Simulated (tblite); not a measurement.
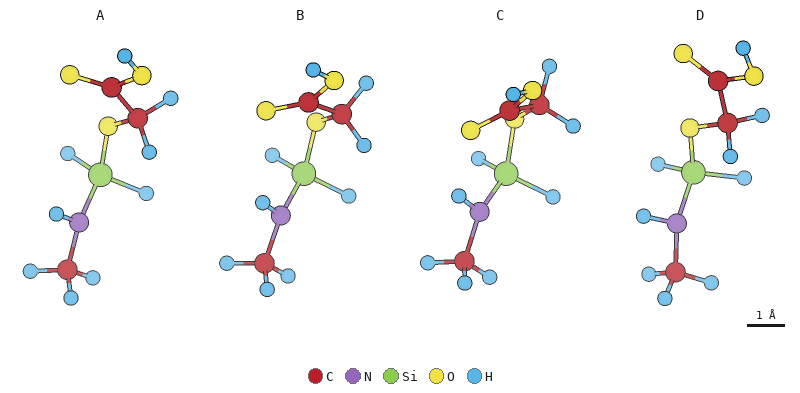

4 geometries from one relaxation of C3H9NO3Si, in shuffled order. Style: ball-and-stick. Shown from a free direction.

These are results of GFN2-xTB geometry optimisation, gas phase (tblite), not measurements. 

Q: Order the frames from highest to lowest energy.

A: D, A, B, C. They are steps 0, 119, 136, 204, at +45.8 kJ/mol, +13.0 kJ/mol, +7.60 kJ/mol relative to the last. The atom that moves furthest after the best rigid fit is an O atom (2.13 Å). By element the largest moves are O 2.13 Å, H 1.73 Å, C 0.86 Å, Si 0.38 Å, N 0.36 Å. Some distances before and after: O–Si 1.662 → 1.631 Å, C–O 1.406 → 1.377 Å, C–N 1.464 → 1.443 Å, C–O 1.217 → 1.199 Å. Among the angles between lasting bonds that change: O–Si–H 110.8° → 96.5°, N–Si–H 108.6° → 119.7°, Si–N–H 106.1° → 116.8°. Groups turn about C–O by about 100°. Over 204 geometry steps the energy falls by 45.8 kJ/mol. The run took 1.6 s on 1 thread of Arm Neoverse V1 (shared host).
